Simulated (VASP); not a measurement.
```xyz
4
Lattice="2.3035 -3.9898 0.0000 2.3035 3.9898 0.0000 0.0000 0.0000 7.4911" Properties=species:S:1:pos:R:3 pbc="T T T"
Mg     2.3035    -1.3299     3.7437
Mg     2.3035     1.3299     7.4893
Te     2.3035    -1.3299     6.5640
Te     2.3035     1.3299     2.8185
```

Computed with PW91 GGA, VASP's PBE PAW potentials (set 64) (plane waves; VASP 6.6.1). Numerical set-up: 520 eV cut-off, 6×6×4 Γ-centred mesh, tetrahedra with Blöchl corrections, potentials Mg Te.

Unless said otherwise, spin-orbit coupling is left out, though it shifts the bands of the heavy elements here.

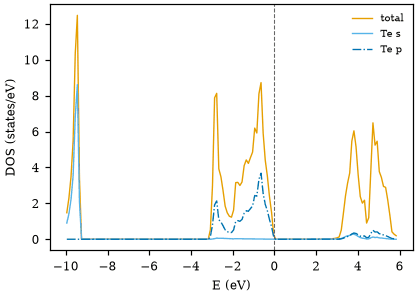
Fig. 1. Total and projected density of states, zero at the valence-band maximum

Within 2 eV below the valence-band maximum the largest weight inside VASP's projection spheres is Te p.

The gap is direct, 2.38 eV, from the valence maximum at Γ to the conduction minimum at Γ.

The compound is MgTe in the wurtzite structure. It was relaxed first.
